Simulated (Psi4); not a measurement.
## Single-point calculation, with input and output: C2H7AlO (part 2 of 2)

Continued. System: C2H7AlO. Method: PBE/def2-SVP, UKS, dispersion D3(BJ) (Psi4 1.11). 

Geometry of the input (Å):
```
C  -2.7530  1.5192  -0.5538
C  -1.4655  1.0778  0.1418
Al -0.3869  -0.2581  -0.7980
O  -0.8788  -0.8870  -2.2995
H  -3.4324  0.6779  -0.7189
H  -3.3040  2.2648  0.0274
H  -2.5520  1.9631  -1.5331
H  -1.6907  0.6798  1.1405
H  -0.8226  1.9466  0.3377
H  2.6223  -1.5227  0.4124
H  -1.6852  -0.6203  -2.7380
```

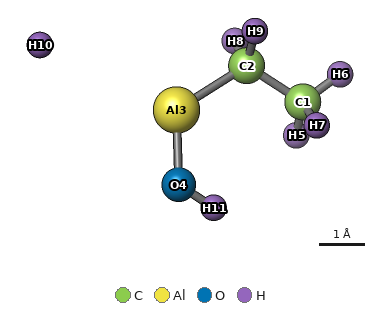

**Figure 1.** The structure as given in the input (ball-and-stick view, seen at a tilt; atoms are numbered from 1 in the order of the input). Sticks mark near contacts.

## What the program printed, continued
```
    Molecular point group: c1
    Full point group: C1

    Geometry (in Angstrom), charge = 0, multiplicity = 1:

       Center              X                  Y                   Z               Mass
    ------------   -----------------  -----------------  -----------------  -----------------
         C           -1.590421313318     1.310585609847     0.342464556323    12.000000000000
         C           -0.302921313318     0.869185609847     1.038064556323    12.000000000000
         AL           0.775678686682    -0.466714390153     0.098264556323    26.981538530000
         O            0.283778686682    -1.095614390153    -1.403235443677    15.994914619570
         H           -2.269821313318     0.469285609847     0.177364556323     1.007825032230
         H           -2.141421313318     2.056185609847     0.923664556323     1.007825032230
         H           -1.389421313318     1.754485609847    -0.636835443677     1.007825032230
         H           -0.528121313318     0.471185609847     2.036764556323     1.007825032230
         H            0.339978686682     1.737985609847     1.233964556323     1.007825032230
         H            3.784854686682    -1.731281390153     1.308710556323     1.007825032230
         H           -0.522621313318    -0.828914390153    -1.841735443677     1.007825032230

  Running in c1 symmetry.

  Rotational constants: A =      0.29371  B =      0.11307  C =      0.08414 [cm^-1]
  Rotational constants: A =   8805.16168  B =   3389.61274  C =   2522.46816 [MHz]
  Nuclear repulsion =  150.939961928223539

  Charge       = 0
  Multiplicity = 1
  Electrons    = 40
  Nalpha       = 20
  Nbeta        = 20

  ==> Algorithm <==

  SCF Algorithm Type is DF.
  DIIS enabled.
  MOM disabled.
  Fractional occupation disabled.
  Guess Type is READ.
  Energy threshold   = 1.00e-06
  Density threshold  = 1.00e-06
  Integral threshold = 1.00e-12

  ==> Primary Basis <==

  Basis Set: DEF2-SVP
    Blend: DEF2-SVP
    Number of shells: 47
    Number of basis functions: 95
    Number of Cartesian functions: 99
    Spherical Harmonics?: true
    Max angular momentum: 2

  ==> DFT Potential <==

   => LibXC <=

    Version 7.1.2

   => Composite Functional: PBE-D3BJ2B <=

    PBE GGA Exchange-Correlation Functional

    Deriv               =              1
    GGA                 =           TRUE
    Meta                =          FALSE

    Exchange Hybrid     =          FALSE
    MP2 Hybrid          =          FALSE

   => Exchange Functionals <=

    1.0000     XC_GGA_X_PBE

   => Correlation Functionals <=

    1.0000     XC_GGA_C_PBE

   => LibXC Density Thresholds  <==

    XC_GGA_C_PBE:  1.00E-12
    XC_GGA_X_PBE:  1.00E-15

   => Molecular Quadrature <=

    Radial Scheme          =       TREUTLER
    Pruning Scheme         =           NONE
    Nuclear Scheme         =       TREUTLER

    Blocking Scheme        =         OCTREE
    BS radius alpha        =              1
    Pruning alpha          =              1
    Radial Points          =             75
    Spherical Points       =            302
    Total Points           =         237728
    Total Blocks           =           1823
    Max Points             =            256
    Max Functions          =             90
    Weights Tolerance      =       1.00E-15

   => Loading Basis Set <=

    Name: (DEF2-SVP AUX)
    Role: JKFIT
    Keyword: DF_BASIS_SCF

   => Loading Basis Set <=

    Name: DEF2-SVP
    Role: ORBITAL
    Keyword: BASIS

  Reading orbitals from file scr/run.default.5992.180.npy, no projection.

  ==> Integral Setup <==

  DFHelper Memory: AOs need 0.034 GiB; user supplied 0.633 GiB.
  SCF_SUBTYPE=INCORE selected. In-core MEM_DF algorithm will be used.
  Using in-core AOs.

  ==> MemDFJK: Density-Fitted J/K Matrices <==

    J tasked:                   Yes
    K tasked:                    No
    wK tasked:                   No
    Memory [MiB]:               648
    Algorithm:                 Core
    Schwarz Cutoff:           1E-12
    Mask sparsity (%):       5.3186
    Fitting Condition:        1E-10

   => Auxiliary Basis Set <=

  Basis Set: (DEF2-SVP AUX)
    Blend: DEF2-UNIVERSAL-JKFIT
    Number of shells: 155
    Number of basis functions: 481
    Number of Cartesian functions: 566
    Spherical Harmonics?: true
    Max angular momentum: 4

  Cached 100.0% of DFT collocation blocks in 0.484 [GiB].

  Minimum eigenvalue in the overlap matrix is 4.0827060411E-03.
  Reciprocal condition number of the overlap matrix is 6.7074396153E-04.
    Using symmetric orthogonalization.

  ==> Pre-Iterations <==

  SCF Guess: Orbitals guess was supplied from a previous computation.

   -------------------------------------------------------
    Irrep   Nso     Nmo     Nalpha   Nbeta   Ndocc  Nsocc
   -------------------------------------------------------
     A         95      95      20      20      20       0
   -------------------------------------------------------
    Total      95      95      20      20      20       0
   -------------------------------------------------------

  ==> Iterations <==

                           Total Energy        Delta E     RMS |[F,P]|

   @DF-UKS iter   0:  -397.43801890621137   -3.97438e+02   2.63868e-03
   @DF-UKS iter   1:  -397.46317542834447   -2.51565e-02   1.08345e-03 ADIIS/DIIS
   @DF-UKS iter   2:  -397.44816178897935    1.50136e-02   2.29733e-03 ADIIS/DIIS
   @DF-UKS iter   3:  -397.46962924849873   -2.14675e-02   2.38830e-04 ADIIS/DIIS
   @DF-UKS iter   4:  -397.46997766600543   -3.48418e-04   8.72752e-05 DIIS
   @DF-UKS iter   5:  -397.47008247176677   -1.04806e-04   4.44325e-05 DIIS
   @DF-UKS iter   6:  -397.47011940295738   -3.69312e-05   2.51691e-05 DIIS
   @DF-UKS iter   7:  -397.47013009893436   -1.06960e-05   1.13667e-05 DIIS
   @DF-UKS iter   8:  -397.47013058181676   -4.82882e-07   4.71704e-06 DIIS
   @DF-UKS iter   9:  -397.47013074411029   -1.62294e-07   1.06618e-06 DIIS
   @DF-UKS iter  10:  -397.47013075976696   -1.56567e-08   1.87149e-07 DIIS
  Energy and wave function converged.

  ==> Post-Iterations <==

   Electrons on quadrature grid:
      Nalpha   =   20.0000405939 ; deviation = 4.059e-05
      Nbeta    =   20.0000403418 ; deviation = 4.034e-05
      Ntotal   =   40.0000809357 ; deviation = 8.094e-05

   @Spin Contamination Metric:   7.170503701E-01
   @S^2 Expected:                0.000000000E+00
   @S^2 Observed:                7.170503701E-01
   @S   Expected:                0.000000000E+00
   @S   Observed:                0.000000000E+00

    Orbital Energies [Eh]
    ---------------------

    Alpha Occupied:

       1A    -55.388634     2A    -18.745152     3A     -9.904606
       4A     -9.892456     5A     -3.941793     6A     -2.551423
       7A     -2.545656     8A     -2.544538     9A     -0.873691
      10A     -0.683542    11A     -0.552244    12A     -0.447789
      13A     -0.401222    14A     -0.386162    15A     -0.342658
      16A     -0.313260    17A     -0.299897    18A     -0.274221
      19A     -0.254091    20A     -0.233386

    Alpha Virtual:

      21A     -0.106628    22A     -0.037968    23A     -0.001087
      24A      0.041448    25A      0.084588    26A      0.085853
      27A      0.089514    28A      0.098075    29A      0.116647
      30A      0.137379    31A      0.163079    32A      0.194211
      33A      0.299285    34A      0.322660    35A      0.347820
      36A      0.349002    37A      0.400399    38A      0.409374
      39A      0.426982    40A      0.456719    41A      0.459316
      42A      0.479065    43A      0.566018    44A      0.588100
      45A      0.602125    46A      0.612721    47A      0.617061
      48A      0.634985    49A      0.644003    50A      0.659971
      51A      0.672741    52A      0.709647    53A      0.771754
      54A      0.795018    55A      0.903755    56A      0.944588
      57A      1.027424    58A      1.087472    59A      1.128516
      60A      1.146759    61A      1.196012    62A      1.290907
      63A      1.334914    64A      1.337759    65A      1.372499
      66A      1.423613    67A      1.469154    68A      1.483124
      69A      1.660506    70A      1.663714    71A      1.676680
      72A      1.722456    73A      1.728494    74A      1.760915
      75A      1.791283    76A      1.828066    77A      1.853886
      78A      1.990101    79A      2.129712    80A      2.147390
      81A      2.168390    82A      2.299123    83A      2.355008
      84A      2.429980    85A      2.471828    86A      2.604934
      87A      2.630645    88A      2.745687    89A      2.770053
      90A      2.850510    91A      2.878505    92A      2.883560
      93A      2.945280    94A      3.032695    95A      3.610702

    Beta Occupied:

       1A    -55.390246     2A    -18.745565     3A     -9.904781
       4A     -9.894855     5A     -3.944407     6A     -2.553692
       7A     -2.549884     8A     -2.546672     9A     -0.874177
      10A     -0.685727    11A     -0.554576    12A     -0.451493
      13A     -0.402166    14A     -0.388571    15A     -0.345356
      16A     -0.314064    17A     -0.302547    18A     -0.274889
      19A     -0.261270    20A     -0.168303

    Beta Virtual:

      21A     -0.095595    22A     -0.058202    23A     -0.006612
      24A      0.031018    25A      0.076752    26A      0.082323
      27A      0.084810    28A      0.096481    29A      0.113551
      30A      0.129906    31A      0.153685    32A      0.188712
      33A      0.288537    34A      0.318114    35A      0.330787
      36A      0.333484    37A      0.380146    38A      0.401838
      39A      0.423299    40A      0.437339    41A      0.450398
      42A      0.557976    43A      0.564467    44A      0.593028
      45A      0.599753    46A      0.610880    47A      0.614783
      48A      0.632994    49A      0.642073    50A      0.654331
      51A      0.667125    52A      0.700010    53A      0.766208
      54A      0.783791    55A      0.901747    56A      0.943591
      57A      1.026507    58A      1.084288    59A      1.123139
      60A      1.144411    61A      1.196281    62A      1.290346
      63A      1.421008    64A      1.468569    65A      1.473313
      66A      1.490536    67A      1.492577    68A      1.522624
      69A      1.657174    70A      1.663461    71A      1.674993
      72A      1.721999    73A      1.726768    74A      1.760173
      75A      1.788428    76A      1.827121    77A      1.850518
      78A      1.986442    79A      2.126216    80A      2.143261
      81A      2.165688    82A      2.296863    83A      2.352314
      84A      2.428552    85A      2.470031    86A      2.604505
      87A      2.628598    88A      2.744266    89A      2.767573
      90A      2.849053    91A      2.877599    92A      2.882448
      93A      2.943128    94A      3.030292    95A      3.608879

    Final Occupation by Irrep:
              A
    DOCC [    20 ]
    SOCC [     0 ]
    NA   [    20 ]
    NB   [    20 ]

  @DF-UKS Final Energy:  -397.47013075976696

   => Energetics <=

    Nuclear Repulsion Energy =            150.9399619282235392
    One-Electron Energy =                -846.9839818266964357
    Two-Electron Energy =                 338.8720183736146510
    DFT Exchange-Correlation Energy =     -40.2909824775596874
    Empirical Dispersion Energy =          -0.0071467573489782
    VV10 Nonlocal Energy =                  0.0000000000000000
    Total Energy =                       -397.4701307597669597

  UHF NO Occupations:
  HONO-2 :   18  A 1.9997440
  HONO-1 :   19  A 1.9996549
  HONO-0 :   20  A 1.5331708
  LUNO+0 :   21  A 0.4668292
  LUNO+1 :   22  A 0.0003451
  LUNO+2 :   23  A 0.0002560
  LUNO+3 :   24  A 0.0000285

Computation Completed

Properties will be evaluated at   0.000000,   0.000000,   0.000000 [a0]

Properties computed using the SCF density matrix

 Multipole Moments:

 ------------------------------------------------------------------------------------
     Multipole            Electronic (a.u.)      Nuclear  (a.u.)        Total (a.u.)
 ------------------------------------------------------------------------------------

 L = 1.  Multiply by 2.5417464519 to convert [e a0] to [Debye]
 Dipole X            :          2.1344968           -3.2740951           -1.1395983
 Dipole Y            :         -3.3960850            4.1108297            0.7147447
 Dipole Z            :         -2.9960232            2.9038066           -0.0922167
 Magnitude           :                                                    1.3483502

 ------------------------------------------------------------------------------------

	total time  =         11 seconds =       0.18 minutes
```

## Standard output
```
pbe-d3bj energy: -397.4701307598 Eh
```

## Summary

```tsv
quantity	value
outcome	converged
total energy	−397.470131 hartree
dispersion energy	−0.007147 hartree
basis functions	95
⟨S²⟩	0.717
HOMO	−4.58 eV
LUMO	−2.90 eV
dipole moment	3.43 D
hardware	1 thread of Intel Xeon (Sapphire Rapids), 32 GiB of memory available, shared host
wall time	15 s
peak memory	0.76 GiB
```

## Remarks

Further notes kept with the run: spin contaminated. ⟨S²⟩ is 0.72 against 0.00 for a pure state: the solution is spin-contaminated.
